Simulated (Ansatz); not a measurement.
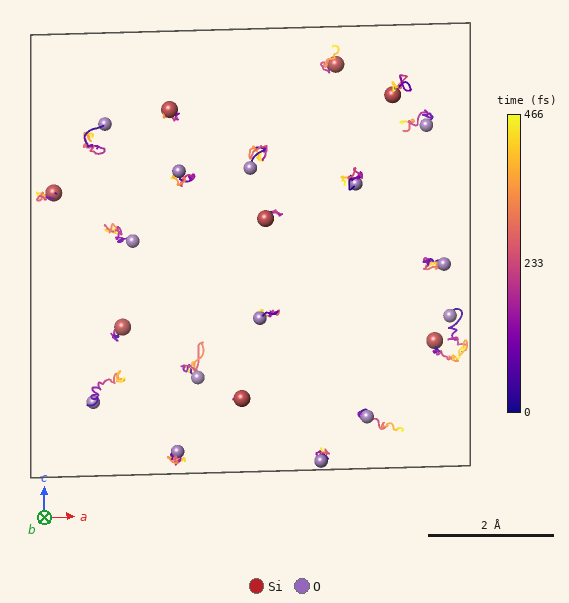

Molecular dynamics of an amorphous cell of composition Si$_{4}$O$_{7}$ (22 atoms in the cell), 466 fs long. It starts from the last geometry of an earlier run, with fresh velocities. Lines trace each atom's path, coloured by time; spheres stand at the starting positions. Seen along the b axis in the simulation cell.

The calculation used Ansatz 0.2.0, DFT PBE, scalar-relativistic, plane waves, PAW. Run with plane-wave cutoff 420 eV; k-point mesh 1 × 1 × 1; Fermi-Dirac smearing 0.05 eV; volume 1.05 times that of the relaxed crystal; set temperature 300 K; time step 2 fs.

What do the traces tell about the motion?

In the second half of the run the atoms are, in the root-mean-square, this far from where they began (common drift taken out): O 0.42 Å, Si 0.28 Å. Against the typical shortest distance between atoms in the first frame, about 1.6 Å these are wide excursions, but the first-neighbour bonds of the start all hold: the network flexes, or its layers or units shift against each other, without breaking. The mean temperature in the second half is 284 K (standard deviation 49 K). The potential energy is still drifting at the end, so the run hasn't reached equilibrium. The potential energy in the second half lies on average 143 meV per atom below the first frame. The first frame is far from relaxed (forces up to 9.5 eV/Å), so much of the motion is the structure settling. The mean pressure there is −0.5 GPa.

Limits of the set-up: the periodic images lie only 7.0 Å apart, so the values are limited by the cell's size.

Cost: 4.4 min on 2 threads of Arm Neoverse V2, on a shared host, peak memory 0.44 GiB.
